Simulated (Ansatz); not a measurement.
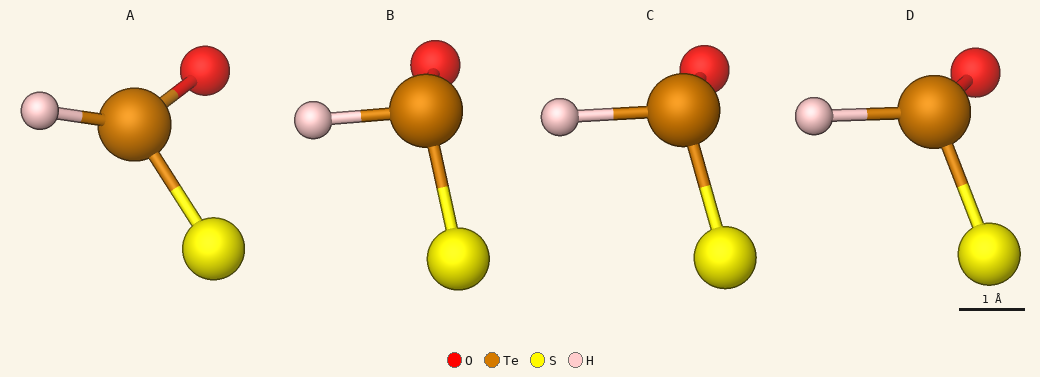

4 geometries from one relaxation of HTeSO (charge −1), in shuffled order. The picture is a ball-and-stick view, seen at a tilt.

It is one of the separated reactants of a reaction.

Theory: RKS PBE-D4/def2-SVPD in Ansatz 0.2.0. Set-up: force threshold 0.03 eV/Å; at most 250 steps.

Question: Put them in the order of the run, from the start to the converged end.

Answer: A, D, C, B. They are steps 0, 2, 3, 7, at +2.656 eV, +0.652 eV, +0.186 eV relative to the last. Over 7 geometry steps the energy falls by 2.656 eV. The largest force component goes from 5 to 0.011 eV/Å. The atom that moves furthest after the best rigid fit is the Te atom (0.61 Å). Largest moves by element: Te 0.61 Å, H 0.49 Å, O 0.47 Å, S 0.31 Å. Some distances before and after: O–Te 2.033 → 1.902 Å, H–Te 1.690 → 1.765 Å, S–Te 2.313 → 2.366 Å. Among the angles between lasting bonds that change: O–Te–H 139.9° → 98.8°, S–Te–H 120.9° → 97.4°, O–Te–S 98.5° → 113.2°.
